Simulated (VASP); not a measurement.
Band structure of BaO (rock salt). Level of theory: PBE GGA with D3 dispersion (Becke-Johnson damping), VASP's PBE PAW potentials (set 64) (plane waves; VASP).

Unless said otherwise, spin-orbit coupling is left out, though it shifts the bands of the heavy elements here.

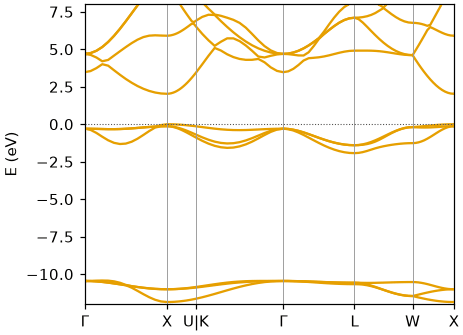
Figure. Bands along high-symmetry lines, zero at the valence-band maximum or, without a gap, the Fermi level

Problem. Read the plot: is there a gap, and where are the band edges?

Solution. The gap is direct, 2.03 eV, from the valence maximum at X to the conduction minimum at X. (Edges off the drawn lines would not show.)

Measured: gap 4.40 eV (computed value off by -2.37 eV), as given by Abedi et al., (2022), arXiv:2211.14644.

The compound is BaO in the rock salt structure. It was relaxed first.
